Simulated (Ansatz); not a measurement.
Be2Br2 (charge +1, doublet)

The calculation's input:

```
crystal:
  periodic: [false, false, false]
  atoms:
    - {symbol: Be, position_ang: [-0.211415, -0.726392, -0.446486]}
    - {symbol: Be, position_ang: [0.576138, 1.950061, 1.212789]}
    - {symbol: Br, position_ang: [-1.182559, -1.011284, -2.063815]}
    - {symbol: Br, position_ang: [0.817835, -0.212385, 1.297502]}
basis:
  gaussian: {orbitals: def2-TZVP, initial_orbitals: start.molden}
total_charge: 1
magnetization: {spin_polarized: true, initial_magnetization: 1}
hamiltonian: {xc: pbe0, dispersion: d4}
scf: {omitted_lower_state_checks: [starts]}
output: {orbitals: {seedname: orbitals}}
```

Run with:

```sh
ansatz run in.yaml --threads 4 --pin off --events-out ev --progress --plain --max-ram 3916MiB
```

Geometry: PBE-D4/def2-TZVP.

The calculation used Ansatz 0.2.0, UKS PBE0-D4/def2-TZVP.

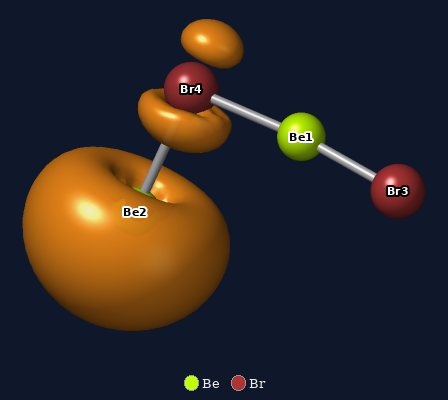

Figure 1. Isosurfaces of the spin density at +0.015 (orange) and −0.015 e/Å³ (purple), seen at a tilt.

Question: Where is the unpaired spin?

Answer: The unpaired spin (1 electron) lies mostly on Be2 (about 0.9) and Br4 (about 0.1), in electrons by Hirshfeld's partition.

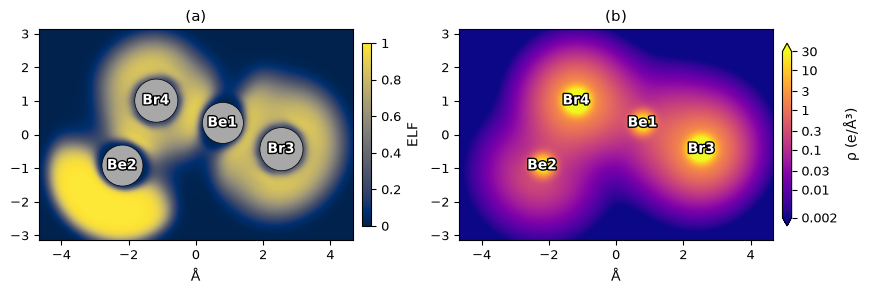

Figure 2. (a) ELF; (b) electron density on the molecular plane. Grey discs cover the atomic cores in the ELF map.

Question: Describe what can be read from this map.

Answer:
- The section cuts through Be and Br sites.
- Be–Br (1.91 Å): the density is about 1 e/Å³ at the midpoint; the ELF peaks at about 0.85 in the valence shell of Br, 1.0 Å from its nucleus, and is about 0.80 at the midpoint.
- Be–Br (2.09 Å): ρ at the midpoint is about 0.76 e/Å³; the ELF peaks at about 0.90 between the atoms; a polar covalent bond.
- Be–Br (2.18 Å): ρ is about 0.65 e/Å³ halfway; the ELF peaks at about 0.90 between the atoms; a polar covalent bond.
- The ELF also peaks beside Br3 and Br4, away from the bonds: non-bonding electrons, paired or unpaired.

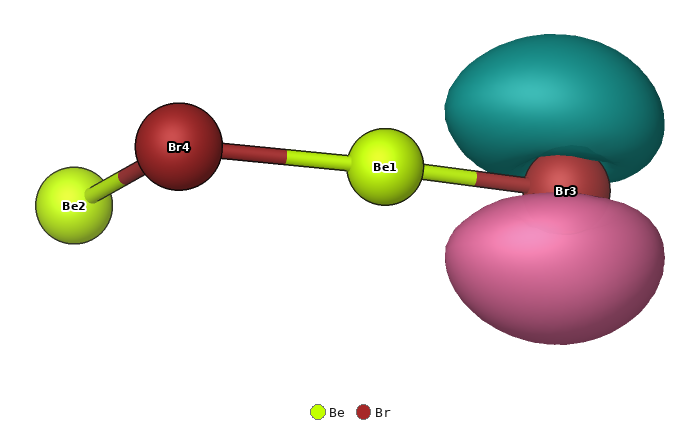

Figure 3. The HOMO−1 (α) at ±0.2 Å⁻³ᐟ² (teal and pink are the two phases), seen from one side.

Question: Where does this orbital lie, and at what energy?

Answer: By Hirshfeld shares it lies mainly on Br3 (about 90 %); it changes sign across the molecular plane (π type). Its energy is −13.33 eV.

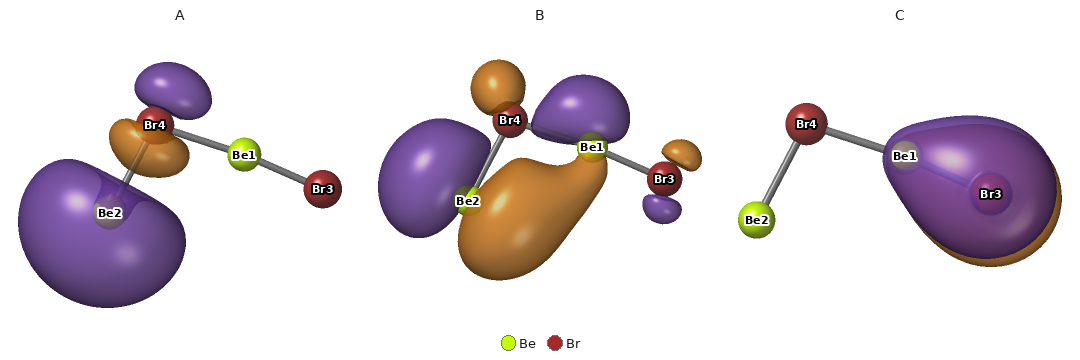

Figure 4. Three frontier orbitals at ±0.08 Å⁻³ᐟ² (orange and purple are the two phases), in no order.

Question: Which picture is the HOMO−1, the HOMO and the LUMO? All are α orbitals.

Answer: C is the HOMO−1 (α) (−13.33 eV). It lies mainly on Br3 (about 90 %); it changes sign across the molecular plane (π type). A is the HOMO (α) (−11.81 eV). It lies mainly on Be2 (about 90 %) and Br4 (about 10 %). B is the LUMO (α) (−7.46 eV). By Hirshfeld shares it lies mainly on Be2 (about 65 %), Br4 (about 15 %) and Be1 (about 15 %).

Question: What is the gap between the highest occupied and lowest empty α orbitals?

Answer: 4.35 eV between the orbital energies.
